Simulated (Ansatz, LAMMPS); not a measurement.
# Which site? a vacancy of Ge in amorphous Si0.7Ge0.3 (120 atoms)

Aim: make a vacancy of Ge at several sites of amorphous Si0.7Ge0.3 (120 atoms), relax each, and compare their energies.

Method: Kohn-Sham DFT, PBE, PAW (set soft_2), plane waves, in Ansatz 0.2.0.

### Step 1. The structure

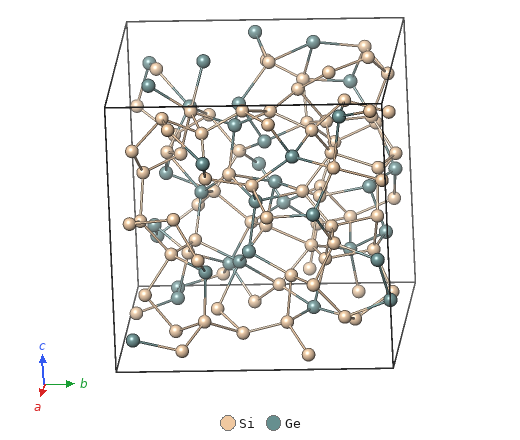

The starting structure, seen slightly off an axis (silicon light orange, germanium teal).

The cell holds 120 atoms: 84 Si and 36 Ge. Cell: a = 13.770 Å, b = 13.770 Å, c = 13.770 Å, α = 90.0°, β = 90.0°, γ = 90.0°. 120 atoms (84 Si, 36 Ge) placed at random at 3.16 g/cm³, melted at 3500 K for 10 ps at fixed volume with the Tersoff potential (Tersoff, Phys. Rev. B 39, 5566 (1989)). Quenched from 3500 K to 700 K at 100 K/ps and fixed volume, held 5 ps, then minimised at fixed cell.

What the set-up can't give: The quench rate of 100 K/ps is many orders above laboratory rates, so the cell is likely richer in defects and strain than a real sample. The starting topology of bonds comes from the classical model, and needn't be the one that DFT or experiment would give. Only the Γ point is sampled, in a cell whose shortest periodic width is 14 Å.

### Step 2. Single point at the start

A single point comes first, to see the forces before anything moves.

input.yaml reads:

```yaml
crystal:
  lattice:
    - [13.7704, 0.0, 0.0]
    - [0.0, 13.7704, 0.0]
    - [0.0, 0.0, 13.7704]
  atoms:
    - { symbol: Si, position: [0.13117, 0.78818, 0.29353] }
    - { symbol: Si, position: [0.74248, 0.60106, 0.09733] }
    - { symbol: Si, position: [0.78349, 0.18428, 0.88536] }
    - { symbol: Si, position: [0.75019, 0.06833, 0.75285] }
    - { symbol: Si, position: [0.83056, 0.81775, 0.14201] }
    - { symbol: Si, position: [0.66612, 0.8348, 0.90688] }
    - { symbol: Si, position: [0.1806, 0.69119, 0.42625] }
    - { symbol: Si, position: [0.84653, 0.79165, 0.42648] }
    - { symbol: Si, position: [0.59166, 0.97156, 0.15691] }
    - { symbol: Si, position: [0.13709, 0.89548, 0.649] }
    - { symbol: Si, position: [0.8858, 0.80516, 0.72328] }
    - { symbol: Si, position: [0.40314, 0.50727, 0.35329] }
    - { symbol: Si, position: [0.94306, 0.3068, 0.39814] }
    - { symbol: Si, position: [0.03591, 0.62423, 0.06861] }
    - { symbol: Si, position: [0.26924, 0.95809, 0.87724] }
    - { symbol: Si, position: [0.7293, 0.43932, 0.05401] }
    - { symbol: Si, position: [0.02841, 0.65863, 0.23533] }
    - { symbol: Si, position: [0.61054, 0.93044, 0.45052] }
    - { symbol: Si, position: [0.57814, 0.73288, 0.28127] }
    - { symbol: Si, position: [0.8225, 0.31032, 0.12858] }
    - { symbol: Si, position: [0.47336, 0.03318, 0.05123] }
    - { symbol: Si, position: [0.38567, 0.98516, 0.61312] }
    - { symbol: Si, position: [0.66785, 0.18663, 0.33485] }
    - { symbol: Si, position: [0.85401, 0.57296, 0.88001] }
    - { symbol: Si, position: [0.1129, 0.74095, 0.57097] }
    - { symbol: Si, position: [0.36817, 0.21982, 0.24285] }
    - { symbol: Si, position: [0.54631, 0.93446, 0.61189] }
    - { symbol: Si, position: [0.98344, 0.95479, 0.96734] }
    - { symbol: Si, position: [0.63453, 0.70875, 0.78601] }
    - { symbol: Si, position: [0.50638, 0.26056, 0.33565] }
    - { symbol: Si, position: [0.11912, 0.31992, 0.08102] }
    - { symbol: Si, position: [0.28412, 0.53262, 0.9315] }
    - { symbol: Si, position: [0.22836, 0.30954, 0.42856] }
    - { symbol: Si, position: [0.59898, 0.33841, 0.10458] }
    - { symbol: Si, position: [0.50364, 0.76749, 0.96044] }
    - { symbol: Si, position: [0.7063, 0.08905, 0.19489] }
    - { symbol: Si, position: [0.9084, 0.22165, 0.54364] }
    - { symbol: Si, position: [0.07841, 0.94425, 0.34388] }
    - { symbol: Si, position: [0.47124, 0.55313, 0.15211] }
    - { symbol: Si, position: [0.64061, 0.99095, 0.852] }
    - { symbol: Si, position: [0.15722, 0.40085, 0.55703] }
    - { symbol: Si, position: [0.56778, 0.55625, 0.8381] }
    - { symbol: Si, position: [0.78541, 0.49864, 0.62857] }
    - { symbol: Si, position: [0.54649, 0.26717, 0.83439] }
    - { symbol: Si, position: [0.41674, 0.64571, 0.87122] }
    - { symbol: Si, position: [0.71625, 0.31922, 0.80557] }
    - { symbol: Si, position: [0.03002, 0.02651, 0.69051] }
    - { symbol: Si, position: [0.26733, 0.81925, 0.05456] }
    - { symbol: Si, position: [0.51217, 0.39262, 0.58405] }
    - { symbol: Si, position: [0.25113, 0.44154, 0.3179] }
    - { symbol: Si, position: [0.53288, 0.90486, 0.29877] }
    - { symbol: Si, position: [0.37083, 0.45266, 0.05609] }
    - { symbol: Si, position: [0.57531, 0.66091, 0.53684] }
    - { symbol: Si, position: [0.51777, 0.2216, 0.66522] }
    - { symbol: Si, position: [0.86814, 0.97627, 0.66815] }
    - { symbol: Si, position: [0.1155, 0.29308, 0.68123] }
    - { symbol: Si, position: [0.34932, 0.70085, 0.44399] }
    - { symbol: Si, position: [0.10746, 0.63631, 0.80824] }
    - { symbol: Si, position: [0.21703, 0.65466, 0.67956] }
    - { symbol: Si, position: [0.91696, 0.55989, 0.54904] }
    - { symbol: Si, position: [0.96569, 0.23832, 0.06531] }
    - { symbol: Si, position: [0.41013, 0.66937, 0.27831] }
    - { symbol: Si, position: [0.29321, 0.89558, 0.72338] }
    - { symbol: Si, position: [0.00492, 0.4988, 0.84812] }
    - { symbol: Si, position: [0.69023, 0.08236, 0.46964] }
    - { symbol: Si, position: [0.8775, 0.68522, 0.01633] }
    - { symbol: Si, position: [0.62751, 0.09391, 0.63255] }
    - { symbol: Si, position: [0.06466, 0.15981, 0.59126] }
    - { symbol: Si, position: [0.67004, 0.76872, 0.43368] }
    - { symbol: Si, position: [0.67143, 0.84009, 0.08271] }
    - { symbol: Si, position: [0.86973, 0.71306, 0.2768] }
    - { symbol: Si, position: [0.35753, 0.15839, 0.62076] }
    - { symbol: Si, position: [0.72464, 0.62125, 0.26744] }
    - { symbol: Si, position: [0.5277, 0.76662, 0.66544] }
    - { symbol: Si, position: [0.36399, 0.73742, 0.73021] }
    - { symbol: Si, position: [0.94807, 0.21895, 0.89511] }
    - { symbol: Si, position: [0.70437, 0.1946, 0.05616] }
    - { symbol: Si, position: [0.71431, 0.4694, 0.88849] }
    [... 36 atom lines left out ...]
    - { symbol: Ge, position: [0.90595, 0.95192, 0.37995] }
    - { symbol: Ge, position: [0.97719, 0.06345, 0.11222] }
    - { symbol: Ge, position: [0.31521, 0.42072, 0.7861] }
    - { symbol: Ge, position: [0.01959, 0.45597, 0.46223] }
    - { symbol: Ge, position: [0.79199, 0.31898, 0.30522] }
    - { symbol: Ge, position: [0.05594, 0.80235, 0.78064] }
kpoints:
  mp_grid: { grid: [1, 1, 1] }
hamiltonian:
  xc: pbe
scf:
  occupations: { method: gaussian, width: 0.025 }
output:
  forces: true
```

Launch:

```sh
$ ansatz run input.yaml --threads 4 --pin off --max-ram 8192MiB --backend cpu --events-out ev --progress --plain --runs-dir out
```

Numbers of over 12 decimals in the logs are rounded to 6 here.

What it wrote:

```text
Engine: ansatz 0.2.0, aarch64-unknown-linux-gnu
Pseudopotentials: kind: paw
Pseudopotential: Si, paw, valence charge 4, recommended cutoff 420 eV (normal), Si.paw.azcp
Pseudopotential: Ge, paw, valence charge 14, recommended cutoff 420 eV (normal), Ge.paw.azcp
[... 5 lines on functional and potentials left out ...]
Crystal: 120 atoms, lattice volume = 2611.197 Å³
Basis set: ecut = 420 eV, 50883 PW (Γ), exchange–correlation on 192×192×192 points (8 copies of the dense FFT grid, shifted against one another)
Bands: 540, of which v1, the nominal top of the filled ones, is band 420 counted from 1 (419 counted from 0)
Symmetry: 1 space group operations
Space group: P1 (ITA 1), of the structure as read, at distance tolerance 1.4e-4 Å
k-points: 1
[... 5 lines on functional and potentials left out ...]
Initial density: superposition of atomic densities (neutral atoms: chi_scale 0, normalization atom), corrected by the library's trained network
Initial wavefunctions: pseudopotential atomic-orbital guess
Functional: x = pbe(κ = 0.804, μ = 0.219515), c = pbe(β = 0.066725)
SCF iter   1: F=—  HF=-207991.859658 eV  |F-HF|=—  |Δ(HF+E_count)|=         —  Δρ=3.65e-3  dr2=1.36e0  ethr=1.77e-3  ⟨swp⟩=6.0  Hψ=2185  notcnv=0  defer=35
preconditioner: auto → Resta (q_TF=auto, 2.258 Å⁻¹)  ε∞=5.5  [insulator: Δε(μ)=0.099 eV  Ē_g=7.532 eV  σ=0.025 eV  W_gap=0.99  n_scr=484 (ndim 8)  ℏωp=15.9 eV  f_vac=0.022  D(μ)=1.76/eV (n_scr^D=0)  ε∞_Penn≈5.5]
SCF iter   2: F=—  HF=-207991.719184 eV  |F-HF|=—  |Δ(HF+E_count)|=   1.40e-1  Δρ=2.45e-3  dr2=9.89e-1  ethr=1.62e-4  ⟨swp⟩=2.0  Hψ=631  notcnv=0  defer=109
preconditioner: auto → LDOS  [insulator: Δε(μ)=0.032 eV  Ē_g=7.530 eV  σ=0.025 eV  W_gap=0.63  n_scr=484 (ndim 8)  ℏωp=15.9 eV  f_vac=0.022  D(μ)=60.67/eV (n_scr^D=388)  ε∞_Penn≈5.5  β→1.0]
SCF iter   3: F=—  HF=-207991.674828 eV  |F-HF|=—  |Δ(HF+E_count)|=   4.44e-2  Δρ=8.87e-4  dr2=6.31e-2  ethr=1.18e-4  ⟨swp⟩=2.0  Hψ=484  notcnv=0  defer=55
automatic band count: iteration 3 solves 486 bands in place of 540: the levels show a gap, and the empty bands left out lie too high to hold charge; the band table lists the bands solved (type scf.n_extra_bands for more)
SCF iter   4: F=—  HF=-207991.674242 eV  |F-HF|=—  |Δ(HF+E_count)|=   5.86e-4  Δρ=3.63e-4  dr2=1.14e-2  ethr=7.52e-6  ⟨swp⟩=2.0  Hψ=642  notcnv=0  defer=55
SCF iter   5: F=—  HF=-207991.673982 eV  |F-HF|=—  |Δ(HF+E_count)|=   2.60e-4  Δρ=2.17e-4  dr2=5.27e-3  ethr=1.36e-6  ⟨swp⟩=2.0  Hψ=643  notcnv=0  defer=55
SCF iter   6: F=—  HF=-207991.673783 eV  |F-HF|=—  |Δ(HF+E_count)|=   1.99e-4  Δρ=1.42e-4  dr2=2.27e-3  ethr=6.28e-7  ⟨swp⟩=2.0  Hψ=475  notcnv=0  defer=55
SCF iter   7: F=—  HF=-207991.673587 eV  |F-HF|=—  |Δ(HF+E_count)|=   1.95e-4  Δρ=8.06e-5  dr2=6.79e-4  ethr=2.70e-7  ⟨swp⟩=2.0  Hψ=474  notcnv=0  defer=55
SCF iter   8: F=—  HF=-207991.673579 eV  |F-HF|=—  |Δ(HF+E_count)|=   8.51e-6  Δρ=3.67e-5  dr2=1.29e-4  ethr=8.08e-8  ⟨swp⟩=2.0  Hψ=582  notcnv=0  defer=55
SCF iter   9: F=—  HF=-207991.673553 eV  |F-HF|=—  |Δ(HF+E_count)|=   2.64e-5  Δρ=1.48e-5  dr2=1.84e-5  ethr=1.54e-8  ⟨swp⟩=2.0  Hψ=849  notcnv=0  defer=55
SCF iter  10: F=—  HF=-207991.674147 eV  |F-HF|=—  |Δ(HF+E_count)|=   5.94e-4  Δρ=6.65e-6  dr2=2.91e-6  ethr=2.20e-9  ⟨swp⟩=2.0  Hψ=904  notcnv=0  defer=55
SCF iter  11: F=—  HF=-207991.674147 eV  |F-HF|=—  |Δ(HF+E_count)|=   1.12e-7  Δρ=2.99e-6  dr2=6.78e-7  ethr=3.46e-10  ⟨swp⟩=2.0  Hψ=728  notcnv=0  defer=55
SCF iter  12: F=—  HF=-207991.674147 eV  |F-HF|=—  |Δ(HF+E_count)|=   4.25e-8  Δρ=1.32e-6  dr2=1.14e-7  ethr=8.07e-11  ⟨swp⟩=2.0  Hψ=728  notcnv=0  defer=55
SCF iter  13: F=-207991.674147 eV  HF=-207991.674147 eV  |F-HF|=1.53e-8  |Δ(HF+E_count)|=    0.00e0  Δρ=6.33e-7  dr2=2.57e-8  ethr=1.19e-11  ⟨swp⟩=4.0  Hψ=1251  notcnv=0
SCF 1 converged in 13 iterations: F = -207991.674147 eV  dr2 = 2.57e-8
  greatest PAW one-centre occupation: 0.998 electrons in one spin orbital (limit 2), on the Ge atom at site 100 (counted from 0), in its partial waves of l = 2
SCF converged after 13 iterations
Free energy (F): -207991.674147 eV
Harris-Foulkes:  -207991.674147 eV  (|F-HF|=1.53e-8)
Internal energy: -207991.660521 eV  (E = F + TS)
E sigma→0 (E₀):  -207991.667334 eV
Entropy (-TS):   -0.013626 eV (-0.114 meV/atom)
Fermi energy:    6.616322 eV
--- Per-component energies (eV) ---
  E_band       = -5779.978485
  E_kinetic    = 7320.567305
  E_local      = -119396.714603  (includes V_loc(G=0)·N_el)
  E_nonlocal   = 17206.648338
  E_hartree    = 53354.790566
  E_xc         = -7324.545554
  E_vxc        = -6208.623082  (∫ρ·V_xc dr)
  E_paw        = -115746.192387  (= ΣΔE_a)
  E_vpaw       = -11411.454662  (= ΣTr[D̂ρ^β])
  E_aug_tail   = 0.011797  (compensation charges beyond the density's cutoff)
  E_ewald      = -43406.225984
  E_smearing   = -0.013626  (= −TS)
  E_closure    = 0.000000  (closes the sum)
  Σ components = -207991.674147   (vs F -207991.674147, Δ=0.00e0)
--- Forces (eV/Å), atoms counted from 1 ---
  atom   1  Si    -0.50836265    -0.29655270     0.17962215
  atom   2  Si     0.08909588     0.10436274     0.13861153
  atom   3  Si     0.02262192     0.09988251     0.18210004
  atom   4  Si     0.40982869     0.19149851     0.32407449
  atom   5  Si     0.39051368     0.71537512     0.11401806
  atom   6  Si     0.09256701    -0.05067547     0.23823002
  atom   7  Si     0.06643450     0.16381756    -0.22636354
  atom   8  Si    -0.15857451     0.11126922    -0.35797980
  atom   9  Si     0.03125403     0.29891474    -0.12694219
  atom  10  Si     0.13995546     0.05717906     0.12182599
  atom  11  Si    -0.00917002     0.38961951    -0.40750386
  atom  12  Si    -0.04411069     0.23220183    -0.12099581
  atom  13  Si     0.19136661    -0.10741012     0.25192893
  atom  14  Si    -0.07733954    -0.10197155    -0.18831460
[...]
atom 119  Ge    -0.17970308     0.01003011     0.08807007
  atom 120  Ge    -0.35924949    -0.10826548     0.22574147
  max |Σ_I F_I| component: 1.92e-5 eV/Å
```

Run time: 40 s. Hardware: 4 threads of Arm Neoverse V2, shared host; peak memory 3.6 GiB.

The r.m.s. force at the start is 0.27 eV/Å.

### Step 3. Relaxation

The atoms are relaxed in the fixed cell, aiming at the force tolerance of the input.

input.yaml reads:

```yaml
crystal:
  lattice:
    - [13.7704, 0.0, 0.0]
    - [0.0, 13.7704, 0.0]
    - [0.0, 0.0, 13.7704]
  atoms:
    [... the 120 atom lines of step 2 ...]
kpoints:
  mp_grid: { grid: [1, 1, 1] }
hamiltonian:
  xc: pbe
scf:
  occupations: { method: gaussian, width: 0.025 }
output:
  forces: true
relax:
  f_tol: 0.05
  max_steps: 120
```

What it wrote:

```text
[...]
Crystal: 120 atoms, lattice volume = 2611.197 Å³
Basis set: ecut = 420 eV, 50883 PW (Γ), exchange–correlation on 192×192×192 points (8 copies of the dense FFT grid, shifted against one another)
Bands: 540, of which v1, the nominal top of the filled ones, is band 420 counted from 1 (419 counted from 0)
Symmetry: 1 space group operations
[...]
k-points: 1
[...]
SCF iter   1: F=—  HF=-207991.859658 eV  |F-HF|=—  |Δ(HF+E_count)|=         —  Δρ=3.65e-3  dr2=1.36e0  ethr=1.77e-3  ⟨swp⟩=6.0  Hψ=2185  notcnv=0  defer=35
[...]
SCF iter   9: F=-207991.674135 eV  HF=-207991.674147 eV  |F-HF|=1.26e-5  |Δ(HF+E_count)|=   9.43e-6  Δρ=1.47e-5  dr2=1.91e-5  ethr=7.44e-9  ⟨swp⟩=3.0  Hψ=1558  notcnv=0
SCF 1 converged in 9 iterations: F = -207991.674135 eV  dr2 = 1.91e-5
[...]
relax step   1: F+E_penalty+E_count = -207991.67413455 eV  Δ(F+E_penalty+E_count) = +0.000e0 eV  max|allowed force component| = 9.043e-1 eV/Å  Δτ_max = 0.0000 Å  (9 SCF iters, dr2 threshold 6.25e-5 eV, accepted)
[...]
relax step   2: F+E_penalty+E_count = -207993.91932437 eV  Δ(F+E_penalty+E_count) = -2.245e0 eV  max|allowed force component| = 4.935e-1 eV/Å  Δτ_max = 0.1945 Å  (8 SCF iters, dr2 threshold 5.11e-5 eV, accepted)
[...]
relax step   3: F+E_penalty+E_count = -207994.70334350 eV  Δ(F+E_penalty+E_count) = -7.840e-1 eV  max|allowed force component| = 5.223e-1 eV/Å  Δτ_max = 0.1950 Å  (8 SCF iters, dr2 threshold 1.52e-5 eV, accepted)
relax step   4: F+E_penalty+E_count = -207995.08252129 eV  Δ(F+E_penalty+E_count) = -3.792e-1 eV  max|allowed force component| = 6.180e-1 eV/Å  Δτ_max = 0.1965 Å  (6 SCF iters, dr2 threshold 8.13e-5 eV, accepted)
relax step   5: F+E_penalty+E_count = -207995.35343585 eV  Δ(F+E_penalty+E_count) = -2.709e-1 eV  max|allowed force component| = 4.700e-1 eV/Å  Δτ_max = 0.1951 Å  (6 SCF iters, dr2 threshold 1.00e-4 eV, accepted)
relax step   6: F+E_penalty+E_count = -207995.57393180 eV  Δ(F+E_penalty+E_count) = -2.205e-1 eV  max|allowed force component| = 2.975e-1 eV/Å  Δτ_max = 0.1951 Å  (6 SCF iters, dr2 threshold 1.00e-4 eV, accepted)
relax step   7: F+E_penalty+E_count = -207995.78405365 eV  Δ(F+E_penalty+E_count) = -2.101e-1 eV  max|allowed force component| = 2.965e-1 eV/Å  Δτ_max = 0.1952 Å  (6 SCF iters, dr2 threshold 3.55e-5 eV, accepted)
relax step   8: F+E_penalty+E_count = -207995.92581999 eV  Δ(F+E_penalty+E_count) = -1.418e-1 eV  max|allowed force component| = 2.602e-1 eV/Å  Δτ_max = 0.1957 Å  (7 SCF iters, dr2 threshold 3.52e-5 eV, accepted)
relax step   9: F+E_penalty+E_count = -207996.08788570 eV  Δ(F+E_penalty+E_count) = -1.621e-1 eV  max|allowed force component| = 2.569e-1 eV/Å  Δτ_max = 0.1944 Å  (8 SCF iters, dr2 threshold 5.21e-5 eV, accepted)
relax step  10: F+E_penalty+E_count = -207996.18307226 eV  Δ(F+E_penalty+E_count) = -9.519e-2 eV  max|allowed force component| = 5.506e-1 eV/Å  Δτ_max = 0.1940 Å  (7 SCF iters, dr2 threshold 5.08e-5 eV, accepted)
relax step  11: F+E_penalty+E_count = -207996.26557721 eV  Δ(F+E_penalty+E_count) = -8.250e-2 eV  max|allowed force component| = 1.585e-1 eV/Å  Δτ_max = 0.0820 Å  (6 SCF iters, dr2 threshold 1.00e-4 eV, accepted)
relax step  12: F+E_penalty+E_count = -207996.29895339 eV  Δ(F+E_penalty+E_count) = -3.338e-2 eV  max|allowed force component| = 1.171e-1 eV/Å  Δτ_max = 0.1035 Å  (10 SCF iters, accepted)
relax step  13: F+E_penalty+E_count = -207996.32025212 eV  Δ(F+E_penalty+E_count) = -2.130e-2 eV  max|allowed force component| = 7.435e-2 eV/Å  Δτ_max = 0.1274 Å  (10 SCF iters, accepted)
relax step  14: F+E_penalty+E_count = -207996.35049801 eV  Δ(F+E_penalty+E_count) = -3.025e-2 eV  max|allowed force component| = 9.280e-2 eV/Å  Δτ_max = 0.1952 Å  (10 SCF iters, accepted)
relax step  15: F+E_penalty+E_count = -207996.38974055 eV  Δ(F+E_penalty+E_count) = -3.924e-2 eV  max|allowed force component| = 1.142e-1 eV/Å  Δτ_max = 0.1953 Å  (8 SCF iters, dr2 threshold 3.47e-6 eV, accepted)
relax step  16: F+E_penalty+E_count = -207996.42231212 eV  Δ(F+E_penalty+E_count) = -3.257e-2 eV  max|allowed force component| = 1.648e-1 eV/Å  Δτ_max = 0.1952 Å  (7 SCF iters, dr2 threshold 1.30e-5 eV, accepted)
relax step  17: F+E_penalty+E_count = -207996.42919276 eV  Δ(F+E_penalty+E_count) = -6.881e-3 eV  max|allowed force component| = 1.442e-1 eV/Å  Δτ_max = 0.1030 Å  (6 SCF iters, dr2 threshold 2.72e-5 eV, accepted)
relax step  18: F+E_penalty+E_count = -207996.43669190 eV  Δ(F+E_penalty+E_count) = -7.499e-3 eV  max|allowed force component| = 3.611e-2 eV/Å  Δτ_max = 0.0494 Å  (5 SCF iters, dr2 threshold 1.59e-5 eV, accepted)
[...]
relax step  19: F+E_penalty+E_count = -207996.43669977 eV  Δ(F+E_penalty+E_count) = -7.863e-6 eV  max|allowed force component| = 3.611e-2 eV/Å  Δτ_max = 0.0000 Å  (5 SCF iters, accepted)
SCF converged after 5 iterations
Free energy (F): -207996.436700 eV
[...]
Internal energy: -207996.436700 eV  (E = F + TS)
E sigma→0 (E₀):  -207996.436700 eV
Fermi energy:    6.496234 eV
[...]
--- Forces (eV/Å), atoms counted from 1 ---
  atom   1  Si    -0.00186623    -0.00261999     0.00087837
  atom   2  Si     0.00387744    -0.00277886    -0.00434177
  atom   3  Si    -0.00383865    -0.00092240     0.00192083
  atom   4  Si    -0.00373673     0.00538904    -0.00135425
  atom   5  Si     0.00496139     0.00180855    -0.00685388
  atom   6  Si     0.00824664    -0.01218990     0.00852063
  atom   7  Si     0.00507343    -0.01051463     0.00116998
  atom   8  Si    -0.01472745     0.00770885    -0.00562957
  atom   9  Si     0.00591289    -0.00463527     0.00115145
  atom  10  Si    -0.01394535     0.00097837    -0.00126692
  atom  11  Si    -0.00447158    -0.00265009    -0.00049496
  atom  12  Si     0.00643532     0.01104996    -0.00375485
  atom  13  Si    -0.00554133    -0.00136414     0.00674910
  atom  14  Si    -0.00509723     0.00142478     0.00280305
[...]
atom 119  Ge     0.00867181     0.00226326    -0.00075626
  atom 120  Ge     0.00343000    -0.01469009    -0.00504501
  max |Σ_I F_I| component: 3.17e-5 eV/Å
--- Relaxed structure (19 steps of the walk, 19 accepted, 0 SCFs on fresh bases) ---
  F+E_penalty+E_count = -207996.43669977 eV   max|allowed force component| = 3.611e-2 eV/Å
  atoms:
    - { symbol: Si, position: [0.129475, 0.786241, 0.282078] }
    - { symbol: Si, position: [0.744303, 0.606415, 0.086175] }
    - { symbol: Si, position: [0.789923, 0.183548, 0.898820] }
    - { symbol: Si, position: [0.758063, 0.067569, 0.766152] }
[...]
- { symbol: Ge, position: [0.036716, 0.810471, 0.794455] }
```

Wall time 8.7 min (4 threads); peak memory 3.7 GiB.

The relaxation converged after 19 steps, 4.76 eV below its start, with a largest force component of 0.036 eV/Å.

[end of part 1 of 3]

[Logs are printed without paths, hosts, clocks, repeated set-up lines and the standing remarks that a program may print on its own settings, such as how far it seeks lower states.]

[Hosts, paths, dates, database ids (printed as entryN), source tags and the programs' standing remarks are cut or masked in the printed files.]
